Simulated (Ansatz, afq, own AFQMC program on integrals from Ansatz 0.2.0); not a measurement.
# SiH₄ (triplet): AFQMC on the coupled-cluster ladder at scale of all distances = 0.873, 6-31G

Aim: compute SiH₄ (triplet) with auxiliary-field quantum Monte Carlo on the same integrals as coupled cluster, and set the energies side by side.

Method: 6-31G, frozen cores; program: Ansatz 0.2.0, Gaussian basis, and an in-house AFQMC program (afq) on its integrals; all values are calculated.

The runs, in order: Full CI; PBE (unrestricted); r2SCAN (unrestricted); PBE0 (unrestricted); B3LYP (unrestricted); wB97M-V (unrestricted); B2PLYP (unrestricted); CCSD(T) on UHF; CCSDT(Q) on UHF; CCSDTQ on UHF; Phaseless AFQMC, CISD trial on UHF; Free-projection AFQMC, CISD trial on UHF.

7 further runs of the same task are left out: 7 that didn't finish.

### 1 What is computed

The geometry derives from a PBE0/def2-TZVP stationary point (not a proven minimum). All distances are scaled together.

5 atoms, charge 0, spin multiplicity 3.

Atoms are counted from 1 here; the program's logs count them from 0.

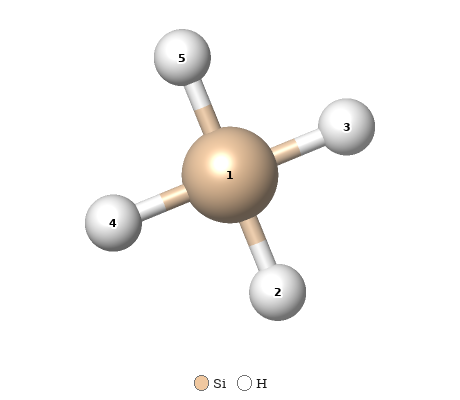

The geometry (silicon light orange, hydrogen white); atoms are numbered from 1 in the order of the file.

### 2 Full CI

File in.yaml:

```yaml
crystal:
  periodic: [false, false, false]
  atoms:
    - {symbol: Si, position_ang: [0.000000, 0.000000, 0.000000]}
    - {symbol: H, position_ang: [-0.010061, 0.947298, 0.940724]}
    - {symbol: H, position_ang: [-0.014402, -0.940773, 0.947194]}
    - {symbol: H, position_ang: [0.014402, 0.940773, -0.947194]}
    - {symbol: H, position_ang: [0.010061, -0.947298, -0.940724]}
basis:
  gaussian: {orbitals: 6-31G}
magnetization: {spin_polarized: false, initial_magnetization: 2}
correlation: {method: fci, electrons: outside_noble_gas}
```

Run with:

```
$ ansatz run in.yaml --threads 1 --pin off --events-out ev --progress --plain --max-ram 1382MiB
```

The log of the run:

```text
Functional definition: HF
  name "HF"
  cite "Fock, Z. Phys. 61, 126 (1930) doi:10.1007/BF01340294"
  parent pbe
  exchange = exact_x
  correlation = 0
459 factors; integrals over basis functions are off by at most 2.8e-8 eV
mean field evaluation 1: about -7916.1522 eV, gradient 8.0e0 eV
mean field evaluation 2: about -7916.1567 eV, gradient 8.0e0 eV
mean field evaluation 4: about -7916.4519 eV, gradient 2.2e-1 eV
mean field evaluation 8: about -7916.4523 eV, gradient 2.5e-6 eV
mean field -7916.45233798 eV, -290.9242574565 hartree, gradient 9.8e-7 eV, S^2 2.000000; 0 other end points of the search recorded, 0 dependent functions left out
mean field evaluation 16: about -7916.6016 eV, gradient 5.1e-1 eV
5 core orbitals not correlated: weight in the atoms' cores, before any rotation towards them, 1.000 or more for the frozen orbitals, at most 0.000 for the correlated occupied ones
reference -7916.45233798 eV, -290.9242574565 hartree; 5, 3 occupied and 11, 13 virtual orbitals, 459 factors
state -7918.75375395 eV, -291.0088329337 hartree
Total energy: -7918.75375395 eV, -291.0088329337 hartree
```

It took 3.1 s on 1 thread of Arm Neoverse V1, shared host.

From the report: 397,760 determinants, symmetry B3u.

### 3 PBE (unrestricted)

in.yaml, as its differences from that of step 2:

```diff
@@ -10,3 +10,4 @@
   gaussian: {orbitals: 6-31G}
-magnetization: {spin_polarized: false, initial_magnetization: 2}
-correlation: {method: fci, electrons: outside_noble_gas}
+magnetization: {spin_polarized: true, initial_magnetization: 2}
+hamiltonian: {xc: {name: PBE}}
+output: {orbitals: {seedname: orbitals}}
```

The command is unchanged.

The log of the run:

```text
Functional definition: PBE
  name "PBE"
  cite "Perdew, Burke & Ernzerhof, Phys. Rev. Lett. 77, 3865 (1996) doi:10.1103/PhysRevLett.77.3865"
  parent pbe
  parameter kappa = 0.804
  parameter beta = 0.06672455060314922
  exchange = pbe_x(kappa = kappa, mu = beta*pi^2/3)
  correlation = pbe_c(beta = beta)
268 factors; integrals over basis functions are off by at most 1.5e-4 eV
mean field evaluation 1: about -7929.8406 eV, gradient 7.1e0 eV
mean field evaluation 2: about -7930.2029 eV, gradient 3.9e0 eV
mean field evaluation 4: about -7930.3315 eV, gradient 3.3e-2 eV
mean field evaluation 8: about -7930.3238 eV, gradient 2.2e-4 eV
mean field -7930.32382969 eV, -291.4340253745 hartree, gradient 2.1e-5 eV, S^2 2.001123; 0 other end points of the search recorded, 0 dependent functions left out
reference -7930.32386341 eV, -291.4340266137 hartree; 10, 8 occupied and 11, 13 virtual orbitals, 268 factors
Total energy: -7930.32386341 eV, -291.4340266137 hartree
```

Wall time 0.51 s (1 thread of Arm Neoverse V1, shared host).

From the report: ⟨S²⟩ of the determinant 2.001 (pure triplet: 2.00).

### 4 r2SCAN (unrestricted)

in.yaml, as its differences from that of step 3:

```diff
@@ -11,3 +11,2 @@
 magnetization: {spin_polarized: true, initial_magnetization: 2}
-hamiltonian: {xc: {name: PBE}}
-output: {orbitals: {seedname: orbitals}}
+hamiltonian: {xc: {name: r2SCAN}}
```

Launched as before.

The log of the run:

```text
Functional definition: r2SCAN
  name "r2SCAN"
  cite "Furness, Kaplan, Ning, Perdew & Sun, J. Phys. Chem. Lett. 11, 8208 (2020) doi:10.1021/acs.jpclett.0c02405"
  cite "Furness, Kaplan, Ning, Perdew & Sun, J. Phys. Chem. Lett. 11, 9248 (2020) doi:10.1021/acs.jpclett.0c03077"
  parent r2scan
  parameter k0 = 0.174
  parameter k1 = 0.065
  parameter a1 = 4.9479
  exchange = r2scan_x(k0 = k0, k1 = k1, a1 = a1)
  correlation = r2scan_c
268 factors; integrals over basis functions are off by at most 1.5e-4 eV
mean field evaluation 1: about -7933.6346 eV, gradient 5.7e0 eV
mean field evaluation 2: about -7933.9045 eV, gradient 2.5e0 eV
mean field evaluation 4: about -7933.9546 eV, gradient 6.6e-2 eV
mean field evaluation 8: about -7933.9484 eV, gradient 8.8e-4 eV
mean field -7933.94842380 eV, -291.5672267512 hartree, gradient 1.0e-5 eV, S^2 2.003519; 0 other end points of the search recorded, 0 dependent functions left out
reference -7933.94843524 eV, -291.5672271717 hartree; 10, 8 occupied and 11, 13 virtual orbitals, 268 factors
Total energy: -7933.94843524 eV, -291.5672271717 hartree
```

Wall time 1.2 s (1 thread of Arm Neoverse V1, shared host).

From the report: ⟨S²⟩ of the determinant 2.004 (pure triplet: 2.00).

### 5 PBE0 (unrestricted)

in.yaml, as its differences from that of step 4:

```diff
@@ -11,2 +11,3 @@
 magnetization: {spin_polarized: true, initial_magnetization: 2}
-hamiltonian: {xc: {name: r2SCAN}}
+hamiltonian: {xc: {name: PBE0}}
+output: {orbitals: {seedname: orbitals}}
```

Same command.

The log of the run:

```text
Functional definition: PBE0
  name "PBE0"
  cite "Adamo & Barone, J. Chem. Phys. 110, 6158 (1999) doi:10.1063/1.478522"
  cite "Perdew, Burke & Ernzerhof, Phys. Rev. Lett. 77, 3865 (1996) doi:10.1103/PhysRevLett.77.3865"
  parent pbe
  parameter a = 0.25
  parameter kappa = 0.804
  parameter beta = 0.06672455060314922
  exchange = (1 - a)*pbe_x(kappa = kappa, mu = beta*pi^2/3) + a*exact_x
  correlation = pbe_c(beta = beta)
268 factors; integrals over basis functions are off by at most 1.5e-4 eV
mean field evaluation 1: about -7930.8071 eV, gradient 4.2e0 eV
mean field evaluation 2: about -7930.9512 eV, gradient 1.6e0 eV
mean field evaluation 4: about -7930.9715 eV, gradient 2.4e-1 eV
mean field evaluation 8: about -7931.0702 eV, gradient 1.1e-2 eV
mean field -7931.07017890 eV, -291.4614532021 hartree, gradient 6.3e-6 eV, S^2 2.003006; 0 other end points of the search recorded, 0 dependent functions left out
reference -7931.07020418 eV, -291.4614541311 hartree; 10, 8 occupied and 11, 13 virtual orbitals, 268 factors
Total energy: -7931.07020418 eV, -291.4614541311 hartree
```

It took 0.63 s on 1 thread of Arm Neoverse V1, shared host.

From the report: ⟨S²⟩ of the determinant 2.003 (pure triplet: 2.00).

### 6 B3LYP (unrestricted)

in.yaml, as its differences from that of step 5:

```diff
@@ -11,3 +11,2 @@
 magnetization: {spin_polarized: true, initial_magnetization: 2}
-hamiltonian: {xc: {name: PBE0}}
-output: {orbitals: {seedname: orbitals}}
+hamiltonian: {xc: {name: B3LYP}}
```

Launched as before.

The log of the run, shortened:

```text
Functional definition: B3LYP
  name "B3LYP"
  cite "Stephens, Devlin, Chabalowski & Frisch, J. Phys. Chem. 98, 11623 (1994) doi:10.1021/j100096a001"
  cite "Becke, Phys. Rev. A 38, 3098 (1988) doi:10.1103/PhysRevA.38.3098"
  cite "Lee, Yang & Parr, Phys. Rev. B 37, 785 (1988) doi:10.1103/PhysRevB.37.785"
  cite "Vosko, Wilk & Nusair, Can. J. Phys. 58, 1200 (1980) doi:10.1139/p80-159"
[...]
268 factors; integrals over basis functions are off by at most 1.5e-4 eV
[...]
mean field -7935.29350122 eV, -291.6166574348 hartree, gradient 4.3e-5 eV, S^2 2.003208; 0 other end points of the search recorded, 0 dependent functions left out
reference -7935.29369745 eV, -291.6166646461 hartree; 10, 8 occupied and 11, 13 virtual orbitals, 268 factors
Total energy: -7935.29369745 eV, -291.6166646461 hartree
```

It took 0.63 s on 1 thread of Arm Neoverse V1, shared host.

From the report: ⟨S²⟩ of the determinant 2.003 (pure triplet: 2.00).

### 7 wB97M-V (unrestricted)

in.yaml, as its differences from that of step 6:

```diff
@@ -11,2 +11,3 @@
 magnetization: {spin_polarized: true, initial_magnetization: 2}
-hamiltonian: {xc: {name: B3LYP}}
+hamiltonian: {xc: {name: wB97M-V}}
+output: {orbitals: {seedname: orbitals}}
```

The command is unchanged.

The log of the run, shortened:

```text
Functional definition: wB97M-V
  name "wB97M-V"
  cite "Mardirossian & Head-Gordon, J. Chem. Phys. 144, 214110 (2016) doi:10.1063/1.4952647"
  cite "Becke, J. Chem. Phys. 107, 8554 (1997) doi:10.1063/1.475007"
  cite "Vydrov & Van Voorhis, J. Chem. Phys. 133, 244103 (2010) doi:10.1063/1.3521275"
  # Of w^i u^j: cxij and so on, Table III.
[...]
  gx(w, u) = 1 - cx + cx01*u + cx10*w
  gss(w, u) = css00 + css04*u^4 + css10*w + css20*w^2 + css43*w^4*u^3
  gos(w, u) = cos00 + cos10*w + (cos20 + cos21*u)*w^2 + (cos60 + cos61*u)*w^6
[...]
      + integral(e_c_pw_mod_opposite_spin*gos(b97_w_opposite, b97_u_opposite)) + vv10(b, c)
268 factors; integrals over basis functions are off by at most 1.5e-4 eV
116 factors; integrals over basis functions are off by at most 2.3e-6 eV
[...]
mean field -7933.25682698 eV, -291.5418110370 hartree, gradient 1.6e-5 eV, S^2 2.003506; 0 other end points of the search recorded, 0 dependent functions left out
reference -7933.25686220 eV, -291.5418123311 hartree; 10, 8 occupied and 11, 13 virtual orbitals, 268 factors
Total energy: -7933.25686220 eV, -291.5418123311 hartree
```

It took 2.8 s on 1 thread of Arm Neoverse V1, shared host.

From the report: ⟨S²⟩ of the determinant 2.004 (pure triplet: 2.00).

### 8 B2PLYP (unrestricted)

in.yaml, as its differences from that of step 7:

```diff
@@ -11,3 +11,3 @@
 magnetization: {spin_polarized: true, initial_magnetization: 2}
-hamiltonian: {xc: {name: wB97M-V}}
-output: {orbitals: {seedname: orbitals}}
+hamiltonian: {xc: {name: B2PLYP}}
+correlation: {electrons: outside_noble_gas}
```

Same command.

The log of the run, shortened:

```text
Functional definition: B2PLYP
  name "B2PLYP"
  cite "Grimme, J. Chem. Phys. 124, 034108 (2006) doi:10.1063/1.2148954"
  cite "Becke, Phys. Rev. A 38, 3098 (1988) doi:10.1103/PhysRevA.38.3098"
  cite "Lee, Yang & Parr, Phys. Rev. B 37, 785 (1988) doi:10.1103/PhysRevB.37.785"
[...]
268 factors; integrals over basis functions are off by at most 1.5e-4 eV
[...]
mean field -7929.44188785 eV, -291.4016146099 hartree, gradient 3.4e-6 eV, S^2 2.007505; 0 other end points of the search recorded, 0 dependent functions left out
5 core orbitals not correlated: weight in the atoms' cores, before any rotation towards them, 1.000 or more for the frozen orbitals, at most 0.000 for the correlated occupied ones
reference -7929.44201179 eV, -291.4016191645 hartree; 5, 3 occupied and 11, 13 virtual orbitals, 268 factors
second order -1.84838106 eV of doubles, -0.00000000 eV of singles
Total energy: -7929.94107468 eV, -291.4199593872 hartree
```

Wall time 0.6 s (1 thread of Arm Neoverse V1, shared host).

From the report: ⟨S²⟩ of the determinant 2.008 (pure triplet: 2.00).

### 9 CCSD(T) on UHF

in.yaml, as its differences from that of step 8:

```diff
@@ -11,3 +11,2 @@
 magnetization: {spin_polarized: true, initial_magnetization: 2}
-hamiltonian: {xc: {name: B2PLYP}}
-correlation: {electrons: outside_noble_gas}
+correlation: {method: ccsd_t, electrons: outside_noble_gas, hamiltonian_folder: ham}
```

The command is unchanged.

The log of the run, shortened:

```text
Functional definition: HF
  name "HF"
  cite "Fock, Z. Phys. 61, 126 (1930) doi:10.1007/BF01340294"
  parent pbe
[...]
268 factors; integrals over basis functions are off by at most 1.5e-4 eV
[...]
mean field -7916.60537805 eV, -290.9298815754 hartree, gradient 1.0e-6 eV, S^2 2.015158; 0 other end points of the search recorded, 0 dependent functions left out
5 core orbitals not correlated: weight in the atoms' cores, before any rotation towards them, 1.000 or more for the frozen orbitals, at most 0.000 for the correlated occupied ones
reference -7916.60537805 eV, -290.9298815754 hartree; 5, 3 occupied and 11, 13 virtual orbitals, 268 factors
second order -1.47343321 eV of doubles, -0.00000000 eV of singles
cycle   1  -1.88623933 eV  change   -4.1e-1 eV  update   5.4e-2
[...]
cycle   9  -2.11425591 eV  change   -2.5e-6 eV  update   6.1e-7
perturbative correction -0.02469620 eV, -0.0009075687 hartree
Total energy: -7918.74433016 eV, -291.0084866157 hartree
```

Run time: 0.33 s. Hardware: 1 thread of Arm Neoverse V1, shared host.

From the report: ⟨S²⟩ of the determinant 2.015 (pure triplet: 2.00); correlation -2.1390 eV; T1 0.008; largest double amplitude 0.06.

This run also writes the integrals to the folder ham.

### 10 CCSDT(Q) on UHF

in.yaml, as its differences from that of step 9:

```diff
@@ -11,2 +11,2 @@
 magnetization: {spin_polarized: true, initial_magnetization: 2}
-correlation: {method: ccsd_t, electrons: outside_noble_gas, hamiltonian_folder: ham}
+correlation: {method: ccsdt_q, electrons: outside_noble_gas}
```

Launched as before.

The log of the run, shortened:

```text
Functional definition: HF
  name "HF"
  cite "Fock, Z. Phys. 61, 126 (1930) doi:10.1007/BF01340294"
  parent pbe
[...]
459 factors; integrals over basis functions are off by at most 2.8e-8 eV
[...]
mean field -7916.60555406 eV, -290.9298880436 hartree, gradient 1.0e-6 eV, S^2 2.015159; 0 other end points of the search recorded, 0 dependent functions left out
5 core orbitals not correlated: weight in the atoms' cores, before any rotation towards them, 1.000 or more for the frozen orbitals, at most 0.000 for the correlated occupied ones
reference -7916.60555406 eV, -290.9298880436 hartree; 5, 3 occupied and 11, 13 virtual orbitals, 459 factors
second order -1.47344842 eV of doubles, -0.00000000 eV of singles
cycle   1  -1.88625065 eV  change   -4.1e-1 eV  update   5.5e-2
[...]
cycle  10  -2.14866802 eV  change   -4.7e-7 eV  update   4.9e-7
perturbative correction 0.00015726 eV, 0.0000057792 hartree
Total energy: -7918.75406482 eV, -291.0088443578 hartree
```

It took 2.2 s on 1 thread of Arm Neoverse V1, shared host.

From the report: ⟨S²⟩ of the determinant 2.015 (pure triplet: 2.00); correlation -2.1485 eV; T1 0.008; largest double amplitude 0.06.

### 11 CCSDTQ on UHF

in.yaml, as its differences from that of step 10:

```diff
@@ -11,2 +11,2 @@
 magnetization: {spin_polarized: true, initial_magnetization: 2}
-correlation: {method: ccsdt_q, electrons: outside_noble_gas}
+correlation: {method: ccsdtq, electrons: outside_noble_gas}
```

Same command.

The log of the run, shortened:

```text
Functional definition: HF
  name "HF"
  cite "Fock, Z. Phys. 61, 126 (1930) doi:10.1007/BF01340294"
  parent pbe
[...]
459 factors; integrals over basis functions are off by at most 2.8e-8 eV
[...]
mean field -7916.60555406 eV, -290.9298880436 hartree, gradient 1.0e-6 eV, S^2 2.015159; 0 other end points of the search recorded, 0 dependent functions left out
5 core orbitals not correlated: weight in the atoms' cores, before any rotation towards them, 1.000 or more for the frozen orbitals, at most 0.000 for the correlated occupied ones
reference -7916.60555406 eV, -290.9298880436 hartree; 5, 3 occupied and 11, 13 virtual orbitals, 459 factors
second order -1.47344842 eV of doubles, -0.00000000 eV of singles
cycle   1  -1.88625065 eV  change   -4.1e-1 eV  update   5.5e-2
[...]
cycle  11  -2.14832496 eV  change   -6.8e-8 eV  update   1.6e-7
Total energy: -7918.75387902 eV, -291.0088375298 hartree
```

Run time: 14 s. Hardware: 1 thread of Arm Neoverse V1, shared host.

From the report: ⟨S²⟩ of the determinant 2.015 (pure triplet: 2.00); correlation -2.1483 eV; T1 0.008; largest double amplitude 0.06.

### 12 Phaseless AFQMC, CISD trial on UHF

It reads the integrals that the CCSD(T) run on this determinant wrote.

Run with:

```
$ afq ham --method phaseless --trial cisd --walkers 200 --populations 1 --least-time 40 --time-step 0.005 --steps-per-block 50 --equilibration-blocks 28 --max-blocks 300 --target-error 0.00034 --factor-cut 1e-05 --start spin_pure --seed 7450 --release-times 0.24,0.5,1,1.5 --release-step 0.02 --release-every 4 --taylor-order 6
```

The log of the run:

```text
orbitals 16  electrons 5 3  factors 108 of 268
reference energy -290.92988158 Eh
CCSD correlation -0.07769734 Eh in 9 cycles, weight of the determinant in the CISD state 0.9440
energy of the start -291.007453 Eh
 block  time / (1/Eh)  mean weight  energy / Eh
     1     0.250  1.0003  -291.007150
     2     0.500  1.0007  -291.007309
     3     0.750  0.9999  -291.007706
     4     1.000  1.0008  -291.008136
     5     1.250  0.9999  -291.008281
     6     1.500  1.0000  -291.008264
     7     1.750  0.9995  -291.008376
     8     2.000  0.9999  -291.008555
     9     2.250  0.9999  -291.008536
    10     2.500  1.0006  -291.008956
    13     3.250  1.0001  -291.008217
    17     4.250  0.9992  -291.008650
    21     5.250  0.9998  -291.008321
    25     6.250  1.0002  -291.008701
    29     7.250  0.9995  -291.009487
    33     8.250  1.0007  -291.008407
    37     9.250  0.9992  -291.008314
    41    10.250  0.9999  -291.008616
    45    11.250  0.9995  -291.008575
    49    12.250  1.0005  -291.008681
    53    13.250  0.9995  -291.008587
    57    14.250  1.0004  -291.009036
    61    15.250  1.0000  -291.008701
    65    16.250  0.9999  -291.008561
    69    17.250  1.0001  -291.009092
    73    18.250  0.9996  -291.008610
    77    19.250  1.0006  -291.008045
    81    20.250  0.9993  -291.008752
    85    21.250  1.0009  -291.008203
    89    22.250  0.9993  -291.008542
    93    23.250  0.9995  -291.008527
    97    24.250  0.9998  -291.008588
   101    25.250  1.0001  -291.008554
   105    26.250  0.9994  -291.008428
   109    27.250  0.9992  -291.008248
   113    28.250  1.0002  -291.008566
   117    29.250  1.0002  -291.008872
   121    30.250  1.0005  -291.009218
   125    31.250  1.0001  -291.008345
   129    32.250  0.9997  -291.008434
   133    33.250  0.9994  -291.008402
   137    34.250  1.0002  -291.008201
   141    35.250  0.9999  -291.008571
   145    36.250  0.9999  -291.008768
   149    37.250  0.9995  -291.008684
   153    38.250  0.9965  -291.008461
   157    39.250  0.9999  -291.008703
   161    40.250  0.9999  -291.008511
   165    41.250  0.9993  -291.009426
   169    42.250  0.9996  -291.008900
   173    43.250  0.9999  -291.008979
   177    44.250  0.9998  -291.007726
   181    45.250  1.0006  -291.008402
   185    46.250  0.9995  -291.008310
blocks merged  error / Eh  count
     1  0.000031  160
     2  0.000038  80
     4  0.000047  40
     8  0.000057  20
    16  0.000080  10
released: time / (1/Eh)  energy / Eh  error  mean overlap
  0.24  -291.008713  0.000054  0.9986
  0.50  -291.008744  0.000043  1.0000
  1.00  -291.008760  0.000033  1.0039
  1.50  -291.008780  0.000033  1.0072
energy -291.008683 +/- 0.000057 Eh
```

It took 1.9 min on 1 thread of Arm Neoverse V1, shared host.

Energy -7918.7497 ± 0.0015 eV. Caveats: constraint bias not in the error. The error still grows with block length (0.0013 to 0.0022 eV), so the bar may be too small.

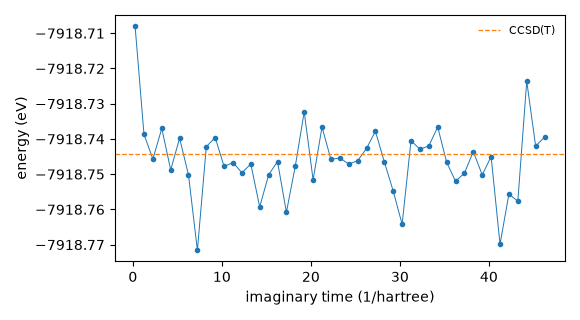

Block energies along the walk.

### 13 Free-projection AFQMC, CISD trial on UHF

It reads the integrals that the CCSD(T) run on this determinant wrote.

Run with:

```
$ afq ham --method free --trial cisd --walkers 200 --time-step 0.03 --max-blocks 80 --target-error 0.00034 --factor-cut 1e-05 --seed 7706 --times 0,0.3,0.6,1.2,1.8,2.4,3.6,4.8,6 --taylor-order 8
```

The log of the run:

```text
orbitals 16  electrons 5 3  factors 108 of 268
reference energy -290.92988158 Eh
CCSD correlation -0.07769734 Eh in 9 cycles, weight of the determinant in the CISD state 0.9440
repeat  energy at the last time / Eh  error
    10  -291.008993  0.000085
    20  -291.008904  0.000071
    30  -291.008899  0.000060
time / (1/Eh)  energy / Eh  error  mean overlap
  0.00  -291.007551  0.000021  1.0590
  0.30  -291.008144  0.000031  1.0603
  0.60  -291.008444  0.000032  1.0583
  1.20  -291.008670  0.000030  1.0667
  1.80  -291.008792  0.000032  1.0636
  2.40  -291.008829  0.000050  1.0642
  3.60  -291.008759  0.000041  1.0857
  4.80  -291.008808  0.000042  1.0798
  6.00  -291.008907  0.000058  1.0630
energy -291.008907 +/- 0.000058 Eh
```

Wall time 54 s (1 thread of Arm Neoverse V1, shared host).

Energy -7918.7558 ± 0.0016 eV. Caveats: remainder of the start not in the error.

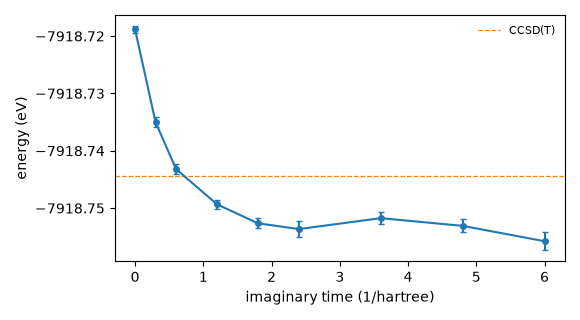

Energy against projection time, with error bars.

### 14 All levels side by side

The full CI on restricted orbitals is not used as the yardstick for these unrestricted rows.

On the UHF determinant, counted from CCSDTQ (a yardstick, not exact):

```tsv
level	energy (eV)	from CCSDTQ (kJ/mol)	statistical error (kJ/mol)	time
HF	-7916.6054	+207.3		
MP2	-7918.0788	+65.1		
CCSD	-7918.7196	+3.3		
CCSD(T)	-7918.7443	+0.9		
CCSDT(Q)	-7918.7541	0.0		
CCSDTQ	-7918.7539	0.0		
Phaseless AFQMC, CISD trial, step 0.005, 200 walkers	-7918.7497	+0.4	0.1	1.9 min
Free-projection AFQMC, CISD trial, step 0.03, 200 walkers	-7918.7558	-0.2	0.2	54 s
```

The functionals' totals stand on their own zeros and serve differences with other points: PBE -7930.324 eV; r2SCAN -7933.948 eV; PBE0 -7931.070 eV; B3LYP -7935.294 eV; wB97M-V -7933.257 eV; B2PLYP -7929.941 eV.

### 15 Outcome

| quantity | value |
| --- | --- |
| CCSD(T) on UHF from CCSDTQ | +0.9 kJ/mol |
| Phaseless AFQMC, CISD trial on UHF from CCSDTQ | +0.4 ± 0.1 kJ/mol |
| Free-projection AFQMC, CISD trial on UHF from CCSDTQ | -0.2 ± 0.2 kJ/mol |

In words: On UHF the phaseless walk with the CISD trial lies +0.4 kJ/mol from CCSDTQ, within three error bars. Free projection has no constraint; at the last time it gives -0.2 ± 0.2 kJ/mol, and from a start that isn't spin pure other spins can mix in. Error bars are statistical and leave out the constraint, the time step and what remains of the start.
